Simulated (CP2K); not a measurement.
Consider methylammonium at its PBE geometry (Å).

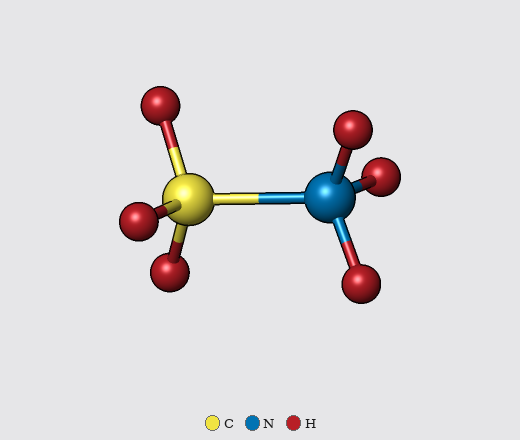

The molecule (carbon yellow, nitrogen blue, hydrogen red).

```xyz
8

C    -0.7620    0.1040   -0.0177
N     0.7385   -0.0998    0.0190
H    -1.1848   -0.5803   -0.7592
H    -0.9636    1.1426   -0.2946
H    -1.1628   -0.1138    0.9764
H     0.9813   -1.0687    0.2728
H     1.1898    0.5240    0.7037
H     1.1636    0.0919   -0.9004
```

Method: CP2K XAS_TDP, all-electron GAPW, PBEh(45%), aug-cc-pVTZ, TDA, no relativity.

Predict the bright core excitations at the N K edge.

Leading lines: N2 401.57 eV. The leading line of an atom is its first one with 35 % of the strongest within 2.5 eV of its lowest line over the strength cut. 

The first six lines of each atom with a strength over 0.0015:

```
                    atom  energy (eV)  states  strength, one atom
N2 (bonded to C and 3 H)       400.74       1              0.0060
                               401.57       1              0.0440
                               401.59       1              0.0439
                               402.26       1              0.0371
                               404.09       1              0.0128
                               405.98       2              0.0042
```

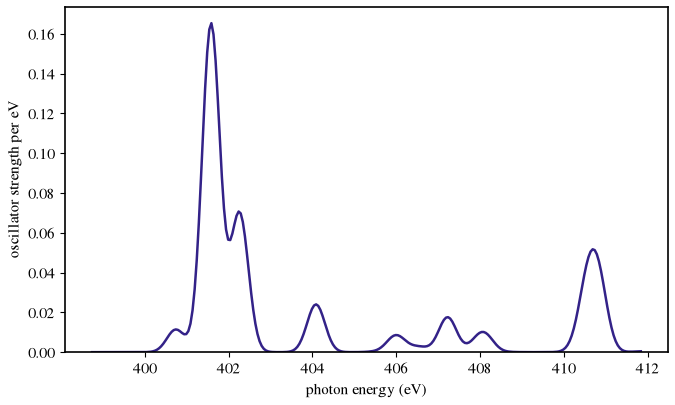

All atoms added, broadened by 0.5 eV.

Lines are vertical, at one geometry, with no vibrational structure. Without a correction of the core level, line positions, and the gaps between valence and Rydberg lines, follow the share of exact exchange. At this level such K lines come out 3 to 6 eV under measured ones. These values hold no scalar relativity, about 0.2 eV for N 1s. Rydberg lines, and the discretised continuum above threshold, depend on the basis and the box. The ion (charge +1) is isolated, with no counter-ion or solvent.

[Banner, clock and machine lines of the logs are left out without a mark of their own.]

[Logs are printed without paths, hosts, clocks, repeated set-up lines and the standing remarks that a program may print on its own settings, such as how far it seeks lower states.]

[Hosts, paths, dates, database ids (printed as entryN), source tags and the programs' standing remarks are cut or masked in the printed files.]
